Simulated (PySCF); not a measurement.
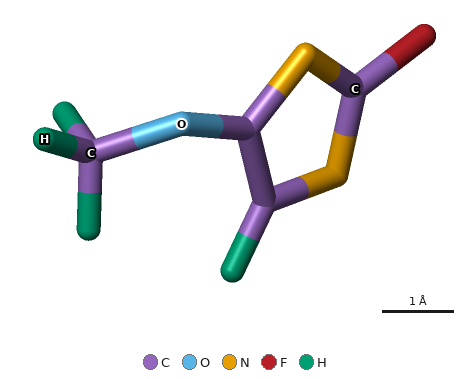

The starting structure (stick view, seen at a tilt).

**C4H4FN2O (charge −1): saddle-point search**

- system: C4H4FN2O, charge −1, SMILES COc1cnc(F)[n-]1
- method: PBE0-D3(BJ)/def2-SVP saddle search from the GFN2-xTB point and Hessian, gas phase (PySCF 2.14.0)

### Input file
```
{"job": {"xc": "PBE0", "basis": "def2-SVP", "kind": "refine"}, "charge": -1, "multiplicity": 1}
C     -2.055375    -0.193549    -0.034458
O     -1.069309    -0.317204     0.946881
C      0.219786    -0.066250     0.470856
C      0.845919    -0.553626    -0.651025
N      2.112418    -0.039381    -0.699807
C      2.142378     0.707022     0.386946
F      3.259699     1.409409     0.721175
N      1.058744     0.763524     1.147105
H     -1.960753    -0.965799    -0.810941
H     -2.022909     0.789068    -0.525114
H     -3.019472    -0.313490     0.467030
H      0.488875    -1.219726    -1.418649
```

The first line tells a small driver script what to run in PySCF; the rest is the geometry in Å.

Machine: 1 CPU thread, shared host.

Run as:
```bash
OMP_NUM_THREADS=1 python <driver script> task.json out
```

### What the program printed
```
step      E/eV     max force
  0    -11935.41748   1.0400
  1    -11935.44917   0.1769
  2    -11935.44986   0.0927
  3    -11935.44955   0.0488
  4    -11935.44966   0.0462
  5    -11935.44975   0.0247
  6    -11935.44975   0.0033
```

### Trajectory as extended XYZ (Å, eV, eV/Å), 7 frames, from step=0 to step=6
```
12
Properties=species:S:1:pos:R:3:forces:R:3 step=0 energy=-11935.41748
C    -2.0554   -0.1935   -0.0345    0.5620  -0.0940   0.5170
O    -1.0693   -0.3172    0.9469    0.5020   0.2530  -0.3330
C     0.2198   -0.0662    0.4709   -0.5330   0.3420   0.8250
C     0.8459   -0.5536   -0.6510    0.2310  -0.1000  -0.3010
N     2.1124   -0.0394   -0.6998    0.5410   0.2380  -0.0270
C     2.1424    0.7070    0.3869    0.1380  -0.0120  -0.1020
F     3.2597    1.4094    0.7212   -0.4180  -0.2440  -0.1010
N     1.0587    0.7635    1.1471   -0.2970  -0.0060   0.2640
H    -1.9608   -0.9658   -0.8109   -0.0870  -0.1780  -0.2540
H    -2.0229    0.7891   -0.5251   -0.0120   0.2420  -0.1780
H    -3.0195   -0.3135    0.4670   -0.3640  -0.0580   0.0650
H     0.4889   -1.2197   -1.4186   -0.2640  -0.3830  -0.3750
12
Properties=species:S:1:pos:R:3:forces:R:3 step=1 energy=-11935.44917
C    -2.0438   -0.1710   -0.0169   -0.0590  -0.0430  -0.1320
O    -1.0445   -0.3571    0.9277   -0.1070   0.0020  -0.0560
C     0.2249   -0.0924    0.4625    0.0780   0.0060  -0.0280
C     0.8795   -0.5998   -0.6549   -0.0620  -0.0230   0.0080
N     2.1398   -0.0457   -0.6936   -0.0160   0.0080   0.0050
C     2.1217    0.7187    0.3787    0.0340   0.0110  -0.0090
F     3.2015    1.4559    0.7147    0.0180  -0.0060  -0.0010
N     1.0285    0.7675    1.1316   -0.0060  -0.0150  -0.0100
H    -1.9884   -0.8932   -0.8645    0.0090   0.1010   0.1450
H    -2.0256    0.8490   -0.4596    0.0240  -0.0930   0.0520
H    -3.0196   -0.3199    0.4817    0.0440   0.0090  -0.0080
H     0.5260   -1.3119   -1.4074    0.0440   0.0450   0.0340
12
Properties=species:S:1:pos:R:3:forces:R:3 step=2 energy=-11935.44986
C    -2.0487   -0.1684   -0.0177    0.0680  -0.0160   0.0610
O    -1.0455   -0.3800    0.9200   -0.0060   0.0230  -0.0550
C     0.2264   -0.1052    0.4590   -0.0350   0.0030   0.0180
C     0.8869   -0.6072   -0.6563    0.0320   0.0260   0.0090
N     2.1421   -0.0406   -0.6940   -0.0070   0.0020   0.0080
C     2.1170    0.7248    0.3778   -0.0110  -0.0160  -0.0110
F     3.1913    1.4702    0.7151   -0.0120  -0.0170  -0.0050
N     1.0215    0.7629    1.1288   -0.0020  -0.0050  -0.0090
H    -2.0123   -0.8886   -0.8601   -0.0020  -0.0010  -0.0160
H    -2.0058    0.8499   -0.4525    0.0000   0.0020  -0.0120
H    -3.0212   -0.2950    0.4894   -0.0180  -0.0040   0.0070
H     0.5484   -1.3227   -1.4097   -0.0080   0.0020   0.0030
12
Properties=species:S:1:pos:R:3:forces:R:3 step=3 energy=-11935.44955
C    -2.0502   -0.1640   -0.0179    0.0210   0.0220   0.0240
O    -1.0472   -0.3700    0.9192    0.0260   0.0040  -0.0250
C     0.2252   -0.0991    0.4576   -0.0280   0.0000   0.0090
C     0.8876   -0.6144   -0.6507    0.0150   0.0160   0.0090
N     2.1444   -0.0529   -0.6901    0.0050   0.0140   0.0160
C     2.1187    0.7231    0.3742   -0.0080  -0.0170  -0.0170
F     3.1951    1.4667    0.7081   -0.0040  -0.0070  -0.0020
N     1.0212    0.7728    1.1214   -0.0060  -0.0120  -0.0130
H    -1.9880   -0.8606   -0.8793   -0.0130   0.0110   0.0110
H    -2.0359    0.8676   -0.4280   -0.0040  -0.0480   0.0080
H    -3.0204   -0.3324    0.4835    0.0040   0.0110  -0.0280
H     0.5497   -1.3368   -1.3981   -0.0090   0.0060   0.0080
12
Properties=species:S:1:pos:R:3:forces:R:3 step=4 energy=-11935.44966
C    -2.0483   -0.1624   -0.0148   -0.0090  -0.0060  -0.0370
O    -1.0435   -0.3961    0.9133   -0.0100   0.0050  -0.0160
C     0.2263   -0.1126    0.4552    0.0310   0.0070  -0.0020
C     0.8953   -0.6197   -0.6526   -0.0050  -0.0020   0.0060
N     2.1464   -0.0460   -0.6910   -0.0040   0.0020   0.0090
C     2.1117    0.7288    0.3737    0.0000  -0.0010  -0.0040
F     3.1810    1.4819    0.7093   -0.0040  -0.0060  -0.0030
N     1.0132    0.7676    1.1198   -0.0090  -0.0130  -0.0070
H    -2.0156   -0.8600   -0.8788    0.0090   0.0230   0.0390
H    -2.0092    0.8669   -0.4260    0.0040  -0.0150   0.0100
H    -3.0204   -0.3022    0.4907   -0.0030  -0.0020   0.0020
H     0.5632   -1.3462   -1.3987   -0.0010   0.0070   0.0030
12
Properties=species:S:1:pos:R:3:forces:R:3 step=5 energy=-11935.44975
C    -2.0491   -0.1577   -0.0146    0.0130   0.0020   0.0000
O    -1.0433   -0.4030    0.9104   -0.0150   0.0050  -0.0190
C     0.2267   -0.1169    0.4538    0.0070   0.0030   0.0030
C     0.8992   -0.6286   -0.6495    0.0030   0.0050   0.0070
N     2.1482   -0.0507   -0.6892    0.0000   0.0030   0.0060
C     2.1090    0.7307    0.3706    0.0010  -0.0040  -0.0050
F     3.1753    1.4892    0.7039   -0.0050  -0.0070  -0.0030
N     1.0090    0.7700    1.1145   -0.0040  -0.0060  -0.0080
H    -2.0100   -0.8400   -0.8889    0.0010   0.0110   0.0110
H    -2.0147    0.8790   -0.4072    0.0010  -0.0170   0.0090
H    -3.0206   -0.3118    0.4882   -0.0010   0.0020  -0.0030
H     0.5703   -1.3602   -1.3919   -0.0010   0.0030   0.0010
12
Properties=species:S:1:pos:R:3:forces:R:3 step=6 energy=-11935.44975
C    -2.0488   -0.1586   -0.0148   -0.0020   0.0000   0.0000
O    -1.0438   -0.3993    0.9113    0.0030  -0.0010   0.0010
C     0.2265   -0.1149    0.4543    0.0000   0.0000   0.0000
C     0.8978   -0.6267   -0.6496   -0.0010   0.0000   0.0010
N     2.1477   -0.0506   -0.6893   -0.0010  -0.0010   0.0000
C     2.1098    0.7298    0.3710    0.0000  -0.0010   0.0000
F     3.1772    1.4863    0.7043    0.0020   0.0000   0.0010
N     1.0102    0.7702    1.1153    0.0000   0.0000   0.0000
H    -2.0076   -0.8428   -0.8869   -0.0010   0.0010  -0.0020
H    -2.0159    0.8766   -0.4098    0.0000   0.0020   0.0000
H    -3.0207   -0.3132    0.4871    0.0000   0.0020  -0.0010
H     0.5676   -1.3568   -1.3928   -0.0010   0.0000   0.0000
```

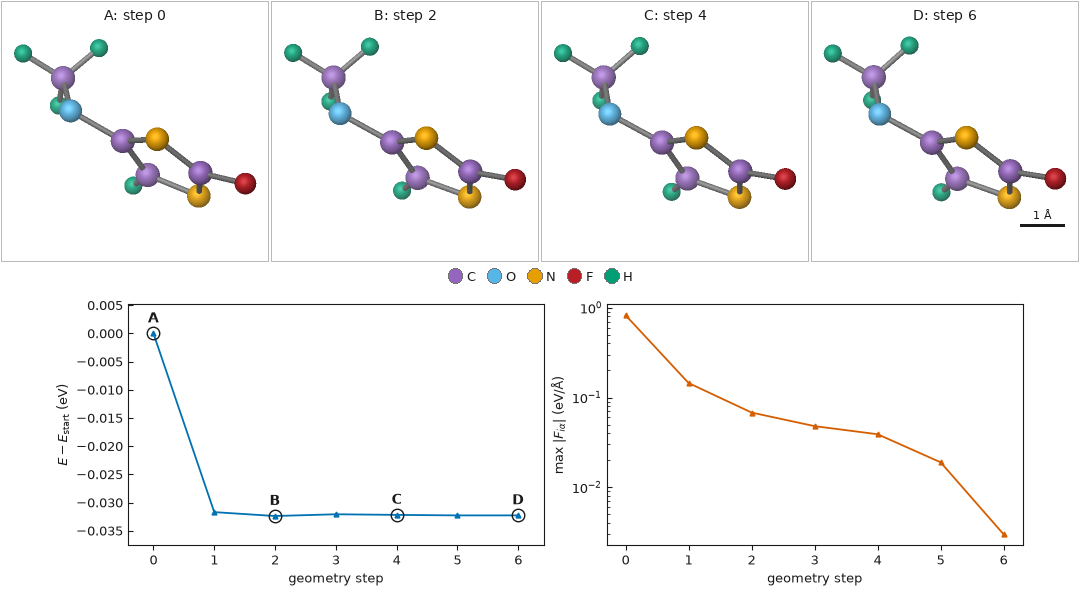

Frames of the saddle-point search (ball-and-stick view, seen at a tilt) above the curves, on which the letters mark them (steps are counted from 0).

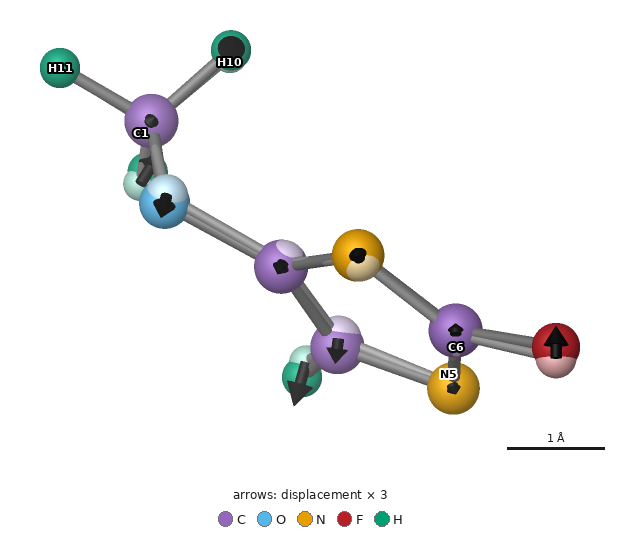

Start (faint) and end (solid) with the displacements as black arrows, magnified 3 times (ball-and-stick view, seen at a tilt). The two geometries are laid on each other by the best rigid fit. After 6 geometry steps the energy has fallen by 0.032 eV. The largest force component goes from 0.82 to 0.003 eV/Å. The largest move after the best rigid fit is that of H12, 0.16 Å. Largest moves by element: H 0.16 Å, F 0.11 Å, O 0.09 Å, C 0.09 Å, N 0.06 Å. Among the contacts that change: O2–C3 1.397 → 1.380 Å, C4–H12 1.077 → 1.093 Å, C3–C4 1.374 → 1.390 Å, C1–H11 1.093 → 1.105 Å. (Atoms are counted from 1 in the order of the input.)

### Key numbers

| quantity | value |
| --- | --- |
| outcome | converged |
| total energy | −438.619692 hartree |
| wall time | 63 s |
| peak memory | 0.62 GiB |
